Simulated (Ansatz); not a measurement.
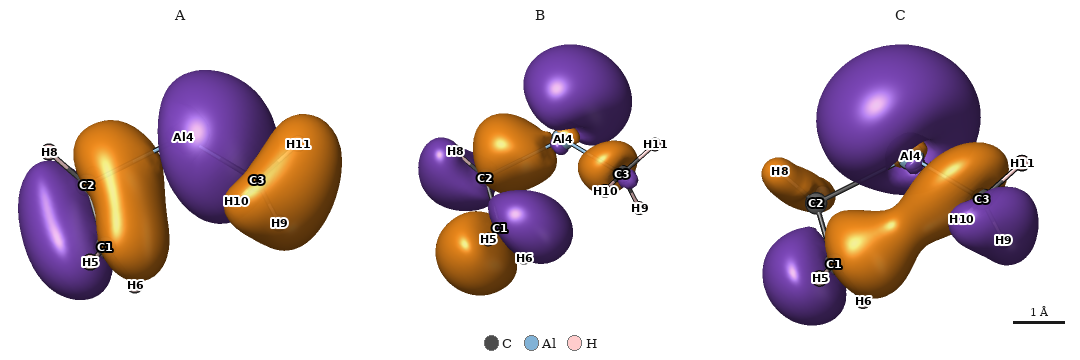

C$_{3}$H$_{7}$Al (SMILES [CH2][CH2][Al+][CH3]) (charge +1, doublet). Three frontier orbitals at ±0.08 Å⁻³ᐟ² (orange and purple are the two phases), in no order.

Geometry: B3LYP-D3(BJ)/def2-SVP.

Method: isolated molecule in a Gaussian basis; Kohn-Sham density functional theory, functional PBE0 in Ansatz.

Input

```
crystal:
  periodic: [false, false, false]
  atoms:
    - {symbol: C, position_ang: [-0.490632, 2.227355, -0.570239]}
    - {symbol: C, position_ang: [0.000709, 1.550835, -1.662881]}
    - {symbol: C, position_ang: [-0.381587, -0.647881, 1.365507]}
    - {symbol: Al, position_ang: [0.112259, -0.358026, -0.498260]}
    - {symbol: H, position_ang: [0.175723, 2.716510, 0.148845]}
    - {symbol: H, position_ang: [-1.566293, 2.294957, -0.373393]}
    - {symbol: H, position_ang: [-0.675053, 1.225792, -2.465811]}
    - {symbol: H, position_ang: [1.057946, 1.645040, -1.946336]}
    - {symbol: H, position_ang: [-1.448540, -0.399735, 1.503127]}
    - {symbol: H, position_ang: [0.225816, 0.009889, 2.011392]}
    - {symbol: H, position_ang: [-0.215995, -1.694463, 1.662913]}
basis:
  gaussian: {orbitals: def2-TZVPD}
hamiltonian: {xc: pbe0}
total_charge: 1
magnetization: {spin_polarized: true, initial_magnetization: 1}
output: {forces: true, orbitals: {seedname: orbitals}}
```

Launched as:

```sh
ansatz run input.yaml --threads 2 --pin off --max-ram 4350MiB --events-out events.jsonl --progress --plain --runs-dir runs
```

> Which picture is the HOMO−1, the HOMO and the LUMO? All are α orbitals.

A is the HOMO−1 (α) (−14.00 eV). By Hirshfeld shares it lies mainly on C3 (about 35 %), Al4 (about 20 %), C2 (about 15 %) and C1 (about 15 %). C is the HOMO (α) (−11.19 eV). Its weight (Hirshfeld) is mainly on Al4 (about 55 %), C1 (about 15 %) and C3 (about 10 %). B is the LUMO (α) (−6.89 eV). It lies mainly on Al4 (about 30 %), C1 (about 30 %) and C2 (about 25 %).

> What is the gap between the highest occupied and lowest empty α orbitals?

4.30 eV between the orbital energies.
